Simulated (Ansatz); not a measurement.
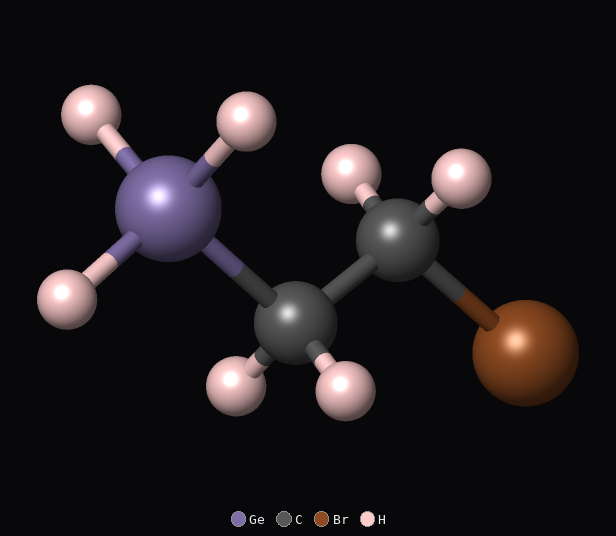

(Drawn from a calculation with Ansatz.)

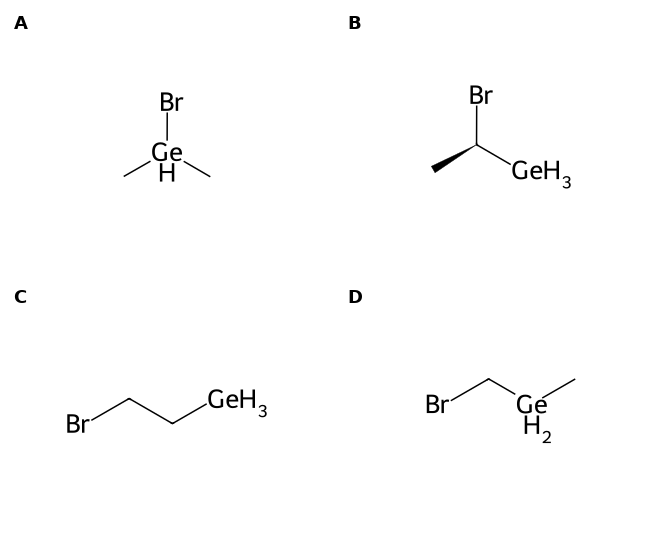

Which structural formula matches the 3D model?

C, `[GeH3][CH2]CBr`.
